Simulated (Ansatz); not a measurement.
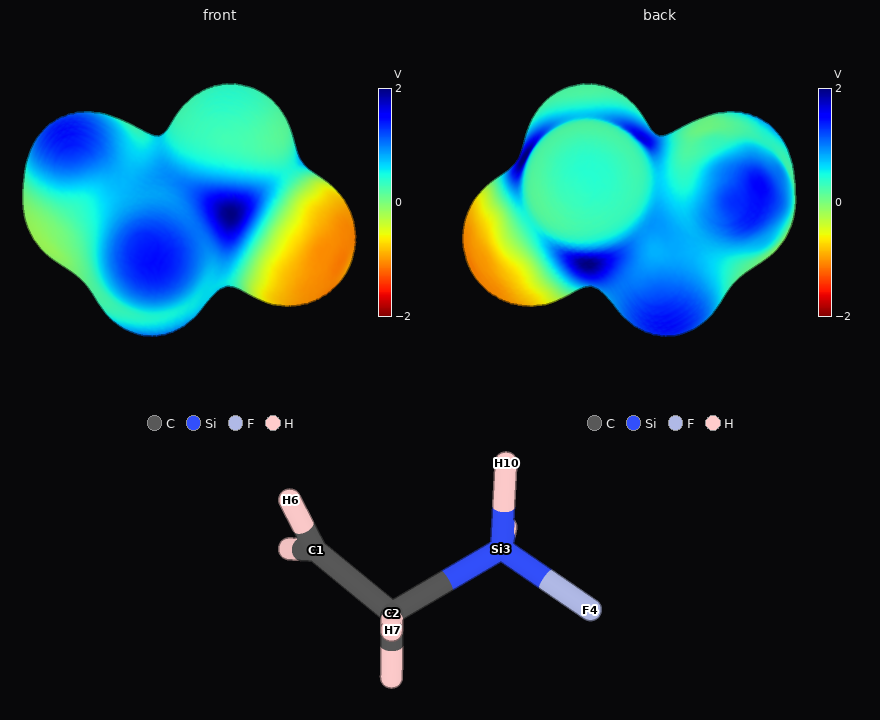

Figure 1: C2H6FSi (doublet). The electrostatic potential painted on the density surface at 0.004 e/bohr³, seen from the front and from behind; red is negative and blue positive. The bare structure is drawn below in the same view.

Geometry: PBE0-D4/def2-TZVP.

All numbers below come from UKS PBE0-D4/def2-TZVPP in Ansatz.

```xyz
10

C    -0.5242    1.3797    0.1649
C    -0.7473   -0.0717    0.2881
Si    0.8409   -0.8904   -0.2913
F     0.7307   -2.4900   -0.2052
H    -0.7194    1.8947   -0.7664
H    -0.0631    1.9411    0.9666
H    -0.9417   -0.3811    1.3195
H    -1.5702   -0.4255   -0.3402
H     1.1068   -0.5355   -1.7062
H     1.9708   -0.4725    0.5732
```

> Describe the electrostatic potential map.

The most negative region (about −1.1 V, or −25 kcal/mol for a unit charge) lies over F4, the most positive (about +1.9 V, or +44 kcal/mol for a unit charge) over Si3.
